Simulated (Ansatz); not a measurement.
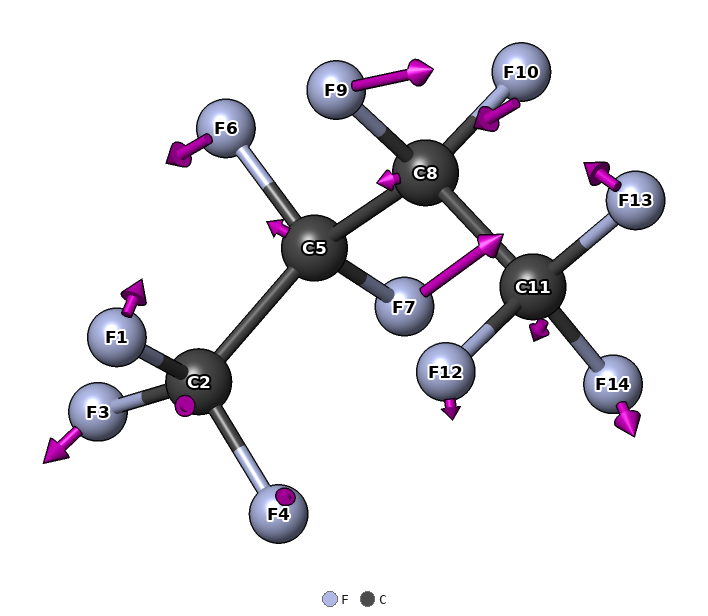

The arrows show one normal mode. Harmonic vibrations computed with RKS PBE0-D4/def2-TZVP (Ansatz 0.2.0) at a stationary point of the same level.

> What kind of motion is it?

Mostly C–C–F bending.

> At what wavenumber does it lie?

255 cm⁻¹; it is mode 8 of 36 counted from the lowest.
